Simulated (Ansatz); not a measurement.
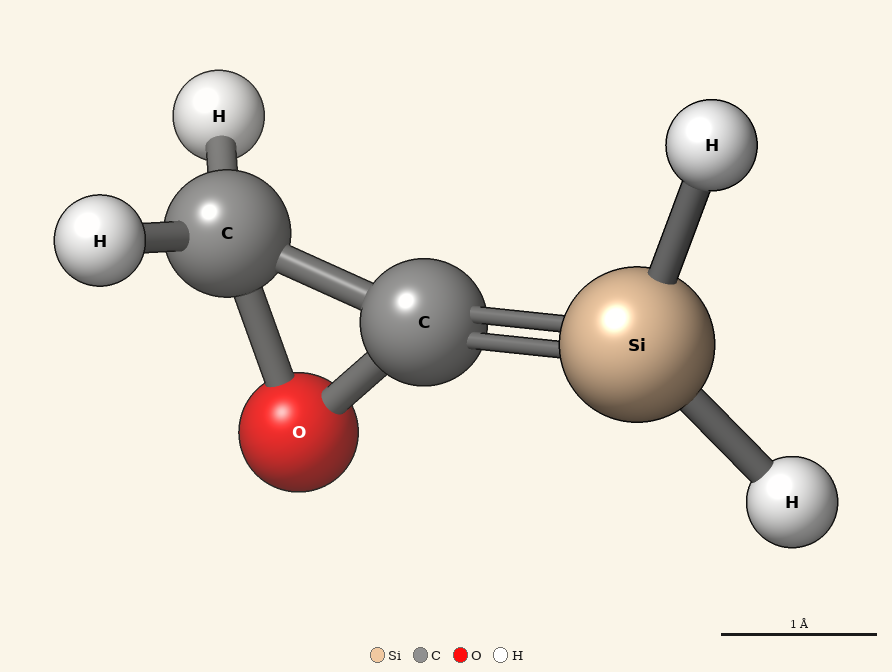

The picture shows a molecular structure as a ball-and-stick model.

The geometry was computed by an optimisation with PBE0-D4/def2-TZVP. No frequency run is at hand to confirm it as a minimum.

Question: Count the atoms of each element.

Answer: C₂H₄OSi, 8 atoms: 2 carbon, 4 hydrogen, 1 oxygen and 1 silicon.

Question: Count the bonded pairs by element.

Answer: 2 C–O, 2 Si–H, 2 C–H, 1 C–Si, 1 C–C.

Question: Does it have rings?

Answer: Independent rings (smallest set): 1 of 3 members.

Question: Name some functional groups or characteristic bonds that it holds.

Answer: Among them: ether, Si–H bond.

Question: What is its SMILES?

Answer: [SiH2]=C1CO1

The parts below concern this one geometry. Atoms keep their numbers from picture to picture.

**Shape**

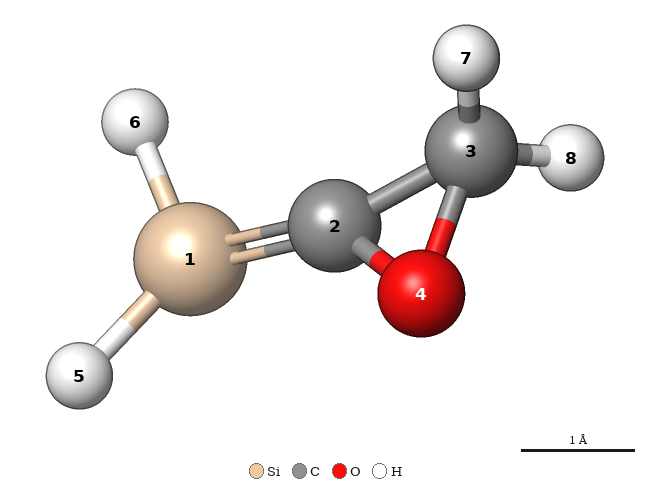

No frequency run is at hand to confirm it as a minimum.

Question: Which bond is the longest?

Answer: Si1–C2, 1.727 Å.

Question: What is the dihedral angle Si1–C2–O4–C3?

Answer: 163° in size, that is anti.

**Electronic properties**

No frequency run is at hand to confirm it as a minimum. Properties computed with RKS PBE0-D4/def2-TZVPP (Ansatz 0.2.0).

Predict the main results.

- HOMO energy (Kohn–Sham orbital): −5.99 eV
- LUMO energy (Kohn–Sham orbital): −1.33 eV
- HOMO–LUMO gap: 4.65 eV
- dispersion correction: −12.0 kJ/mol

**Dipole moment**

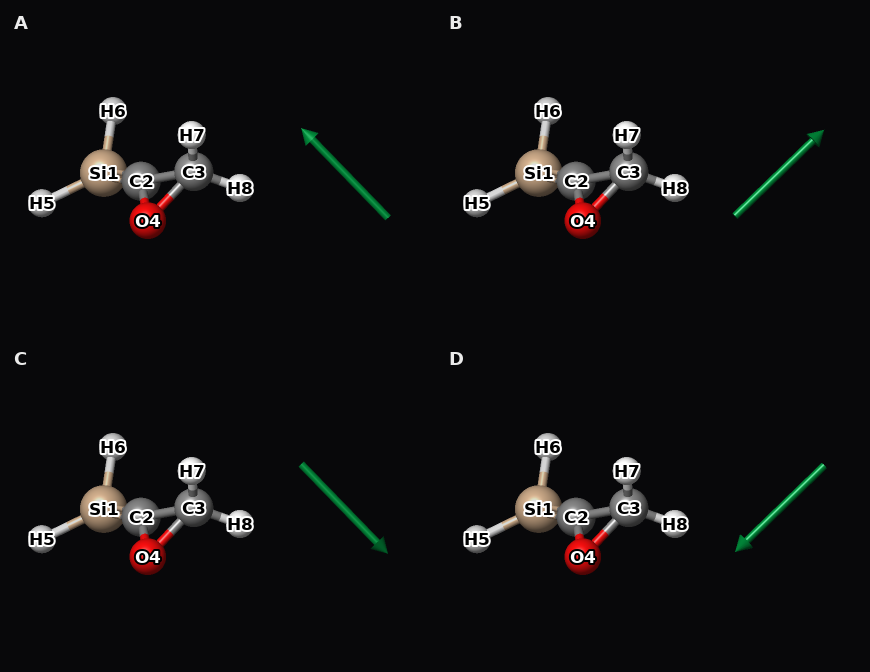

The same molecule four times, each with an arrow. No frequency run is at hand to confirm it as a minimum. Method: RKS PBE0-D4/def2-TZVP (Ansatz 0.2.0).

Question: Which arrow points along the dipole moment, from the negative to the positive end?

Answer: B. The dipole moment is 1.45 D; it points from the side of H5 to the side of H7, H8 (the outermost atoms at the two ends).

**Charges**

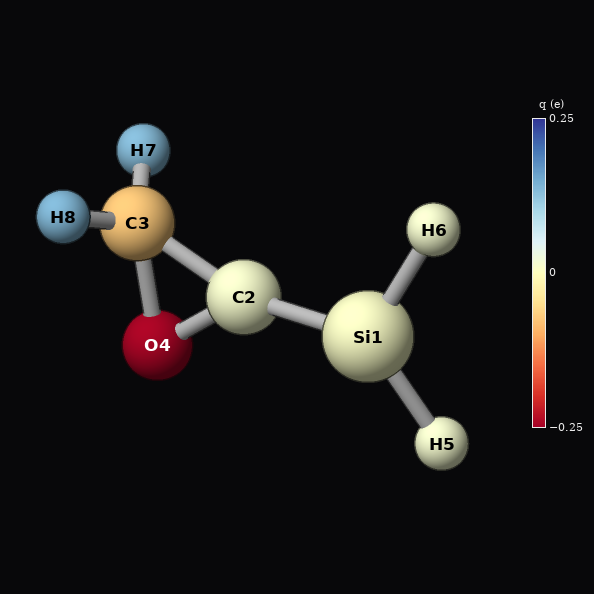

Atoms are coloured by their Mulliken charges. No frequency run is at hand to confirm it as a minimum. Level of theory: RKS PBE0-D4/def2-TZVP (Ansatz 0.2.0).

Give the Mulliken charges atom by atom.

```json
{"atom": "Si1", "value (e)": "0.01"}
{"atom": "C2", "value (e)": "0.01"}
{"atom": "C3", "value (e)": "−0.07"}
{"atom": "O4", "value (e)": "−0.24"}
{"atom": "H5", "value (e)": "0.01"}
{"atom": "H6", "value (e)": "0.01"}
{"atom": "H7", "value (e)": "0.13"}
{"atom": "H8", "value (e)": "0.13"}
```

Mulliken values depend strongly on the basis set and can even reverse the polarity of a bond.
